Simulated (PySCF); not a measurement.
# SH₂: shapes and spins compared, part 2 of 2

PySCF 2.14.0; wB97X, basis S def2-TZVP, H def2-TZVP, no relativity, density fitting. Earlier steps stand in the parts before.

## (10) Following the imaginary mode

The start is the last point, displaced along its most imaginary mode.

The program finds C2v symmetry in the start, which this walk keeps.

The input, scf.py:

```python
from pyscf import gto, scf, dft
mol = gto.M(atom='''
S     -0.005349     0.005349     0.000000
H      0.084853    -0.084853     1.313941
H      0.084853    -0.084853    -1.313941''',
    basis={'S': 'def2-TZVP', 'H': 'def2-TZVP'},
    charge=0, spin=0)
mf = dft.RKS(mol, xc='WB97X')
mf.grids.atom_grid = (50, 194)
aux = {'S': 'def2-universal-JKFIT', 'H': 'def2-universal-JKFIT'}
mf = mf.density_fit(auxbasis=aux)
mf.conv_tol = 1e-08
mf.diis_space = 10
mf.max_cycle = 60
mf.verbose = 4
mf.kernel()
```

The optimiser's trace:

```
step  energy (Eh)  change (kJ/mol)  largest symmetric gradient (Eh/bohr)
   0  -399.294595             0.00                               0.03824
   1  -399.335319          -106.92                               0.06052
   2  -399.374784          -210.54                               0.04962
   3  -399.389188          -248.35                               0.03858
   4  -399.399772          -276.14                               0.00756
   5  -399.400015          -276.78                               0.00248
   6  -399.400035          -276.83                               0.00005
```

The walk took 2.8 s on 2 threads of AMD EPYC 7R43 (Zen 3), shared host.

Geometry (Å) and forces (eV/Å) at some steps:

```
step 0
S   -0.005   0.005   0.000  -1.966   1.966   0.000
H    0.085  -0.085   1.314   0.983  -0.983  -0.177
H    0.085  -0.085  -1.314   0.983  -0.983   0.177
step 1
S   -0.130   0.130   0.000  -3.112   3.112   0.000
H    0.147  -0.147   1.285   1.556  -1.556  -0.919
H    0.147  -0.147  -1.285   1.556  -1.556   0.919
step 3
S   -0.351   0.351   0.000   0.835  -0.835   0.000
H    0.258  -0.258   1.131  -0.417   0.417  -1.984
H    0.258  -0.258  -1.131  -0.417   0.417   1.984
step 6
S   -0.379   0.379   0.000  -0.002   0.002   0.000
H    0.272  -0.272   0.969   0.001  -0.001   0.002
H    0.272  -0.272  -0.969   0.001  -0.001  -0.002
```

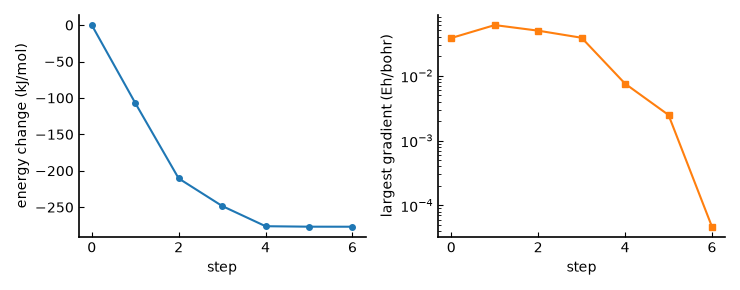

Energy and largest gradient along the walk.

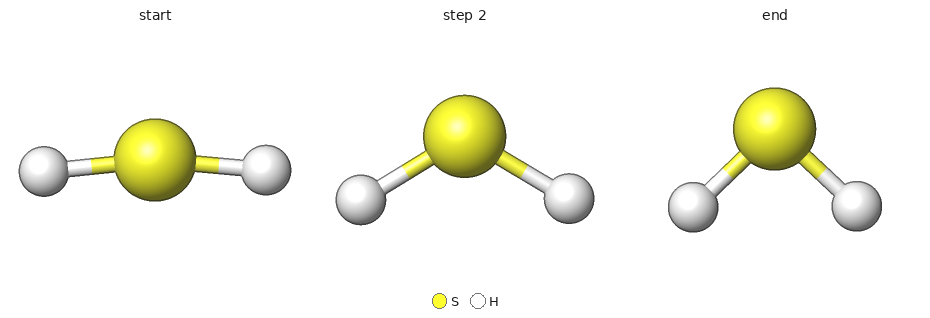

The geometry along the walk, at one scale.

It settles in C2v symmetry, 276.8 kJ/mol below the start, after 6 steps: S–H 1.336 Å (×2); H–S–H 92.9°.

## (11) Would spin polarisation lower it?

At the lowest minimum the closed shell is tested against spin polarisation, on the (50, 194) grid. It is stable.

## (12) All stationary points

| spin | group | bonds | imaginary modes (cm⁻¹) | ΔE (kJ/mol) | with zero-point energy |
| --- | --- | --- | --- | --- | --- |
| singlet | C2v | S–H 1.337 Å (×2) | none | 0.0 | 0.0 |
| singlet | D∞h | S–H 1.314 Å (×2) | 1854i, 1854i | 294.8 | – |
| triplet | C2v | S–H 1.513 Å (×2) | 531i | 434.4 | – |

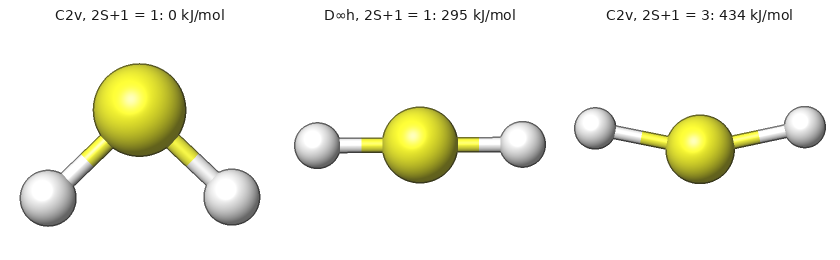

The points, lowest first (sulfur yellow, hydrogen white).

## (13) Real-space pictures of the lowest minimum

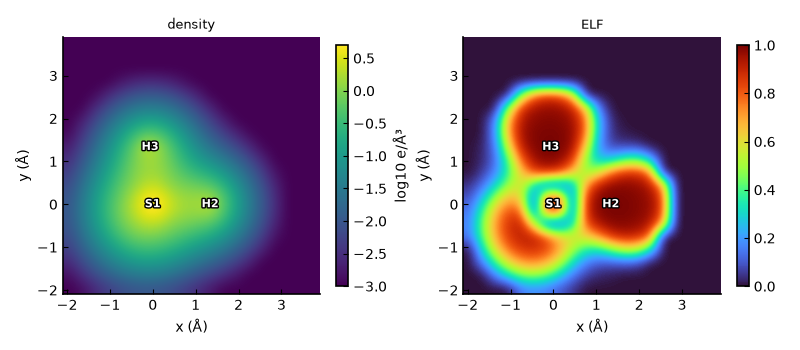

The plane holds S1 at (0.00, 0.00), H2 at (1.34, 0.00), H3 at (-0.06, 1.34) Å. ELF is set to 0 where the density is under 0.005 e/Å³; an orbital's overall sign is arbitrary.

Orbitals, density, ELF and potential are computed afterwards from the orbital file.

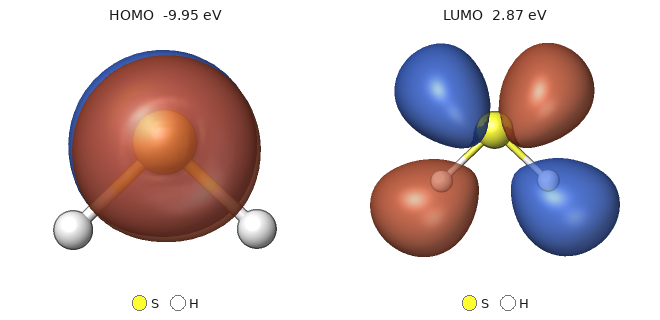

wB97X orbitals near the gap, drawn at the value that encloses 70 % of each; the two colours are the two signs.

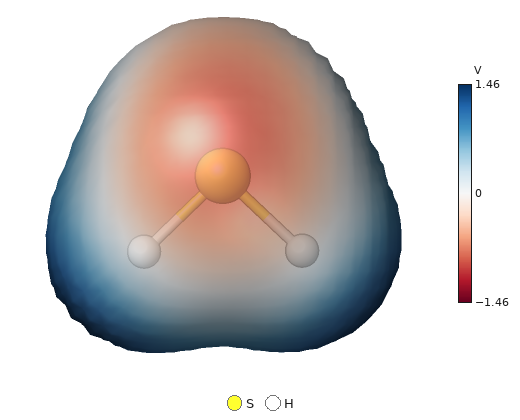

The potential that a unit positive charge feels on the 0.002 e/bohr³ surface, from the 1st to the 99th percentile, from -0.89 V near S1 to 1.46 V near H2.

Values on the line from S1 (at 0) through H2 (at 1.337 Å):

```
distance (Å)  density (e/Å³)     ELF  electrostatic potential (V)
       -0.47            2.11  0.0783                         87.6
       -0.33            10.4   0.628                          169
       -0.20            65.2   0.856                          425
       -0.07             450   0.397                     2.32e+03
        0.13             129   0.576                          847
        0.27            26.8   0.837                          254
        0.40            4.37   0.214                          120
        0.53            1.72    0.13                         65.9
        0.67            1.51   0.659                         38.4
        0.80            1.48   0.929                         24.9
        0.94             1.5   0.978                         21.9
        1.07            1.66   0.994                         32.3
        1.20            2.05   0.999                         81.7
        1.40             2.1       1                          188
        1.54             1.1   0.999                         46.6
        1.67           0.568   0.998                         20.6
        1.80           0.294   0.995                           11
        1.94           0.155   0.989                         6.49
        2.07          0.0828   0.981                         4.17
```

Making the fields took under 0.5 s.

## (14) Outcome

What follows sums up all 2 parts.

| quantity | value |
| --- | --- |
| lowest minimum | singlet, C2v |
| geometry | S–H 1.337 Å (×2); H–S–H 92.7° |
| wavenumbers (cm⁻¹) | 1228 (a1), 2776 (a1), 2789 (b2) |
| dipole moment | 1.19 D |
| highest occupied, lowest empty level | -9.95, 2.87 eV |
| polar-tensor charge of S1 | -0.12 e |
| zero-point energy | 40.6 kJ/mol |
| entropy at 298.15 K | 205.6 J/(mol K) |
| atomisation energy (no zero-point energy) | 759 kJ/mol |

The lowest minimum found is the singlet of C2v symmetry. A search over typed starts can miss a lower isomer.

The search up to here took 66 s on 2 threads of AMD EPYC 7R43 (Zen 3), shared host.
